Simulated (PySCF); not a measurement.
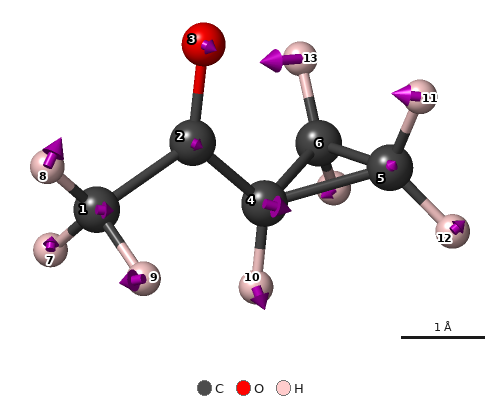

This is a relaxation of C$_{5}$H$_{8}$O. The starting structure is drawn; purple arrows show the displacements, 3 times their true length. The two geometries are superimposed by the best rigid fit.

Style: ball-and-stick. Shown from a free direction.

The start comes from MMFF94s. Its atoms were then displaced at random by about 0.03 Å.

The calculation used PySCF 2.14.0, density-fitted response routines, PBE0-D3(BJ)/def2-SVP geometry optimisation, gas phase. 

What did the optimiser do to the structure, and how much energy did it gain?

After 7 geometry steps the energy has fallen by 0.749 eV. The atom that moves furthest after the best rigid fit is an H atom (0.20 Å). Largest moves by element: H 0.20 Å, C 0.13 Å, O 0.06 Å. Near-neighbour distances that change, for instance: C–C 1.601 → 1.514 Å, C–H 1.186 → 1.102 Å, C–C 1.411 → 1.493 Å, C–C 1.582 → 1.511 Å. Among the angles between lasting bonds that change: C–C–H 110.6° → 118.0°, C–C–H 103.1° → 110.3°, C–C–H 123.2° → 116.6°.
